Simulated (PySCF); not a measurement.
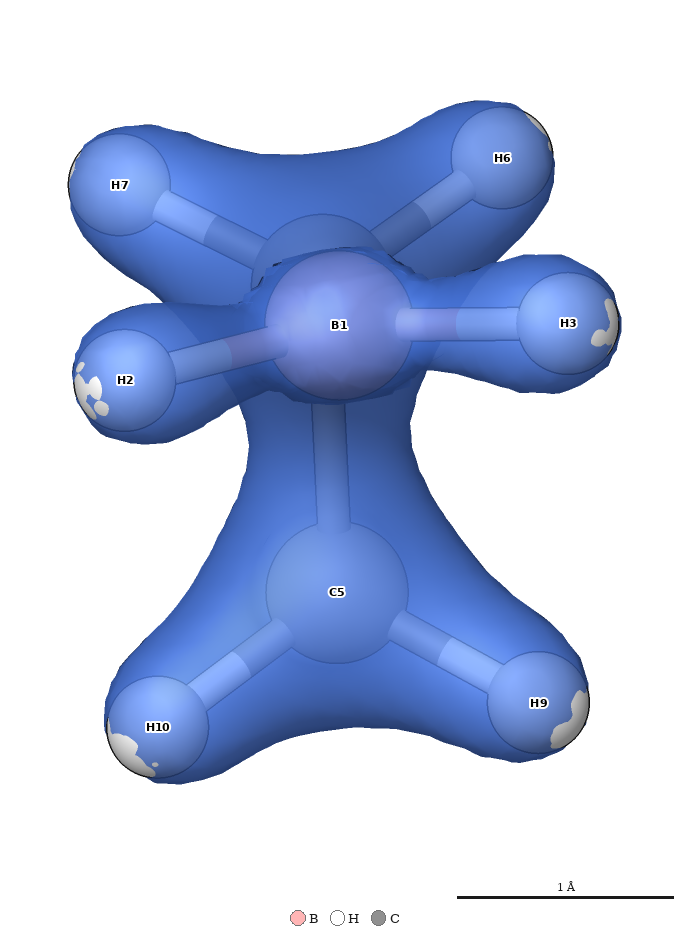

Figure 1: C₂H₇B (BH2Et). Isosurface of the total electron density at 1 e/Å³ (blue), seen at an oblique angle.

Geometry: PBE0-D3(BJ)/def2-SVP.

Computed with PBE0/pcSseg-1, SCF density, gas phase, non-relativistic in PySCF.

Input file:

```
{"job": {"kind": "nmr", "xc": "PBE0", "basis": "pcSseg-1"}, "charge": 0, "multiplicity": 1}
B      0.599694     1.135671     0.545507
H      1.810295     1.136527     0.481634
H      0.021608     2.195046     0.434034
C     -0.186503    -0.209059     0.641159
C     -0.323202    -0.698960    -0.814879
H     -1.190679    -0.090093     1.077448
H      0.355844    -0.971727     1.222989
H     -0.869883    -1.653784    -0.858876
H     -0.875498     0.019401    -1.441675
H      0.658325    -0.863022    -1.287332
```

Command:

```sh
OMP_NUM_THREADS=1 python probes_run.py task.json out
```

Q: How is the density connected at this value?

A: At this value the surface is in one piece. It bridges the sampled C–C (1.54 Å), C–B (1.56 Å), C–H (1.10 Å) and B–H (1.21 Å) contacts, where the density stays above the isovalue. On the grid the lowest density along these lines, outside the cores, is 1.5 e/Å³ (C–C, 1.54 Å), 1.3 e/Å³ (C–B, 1.56 Å), 1.8 e/Å³ (C–H, 1.10 Å) and 1.2 e/Å³ (B–H, 1.21 Å).
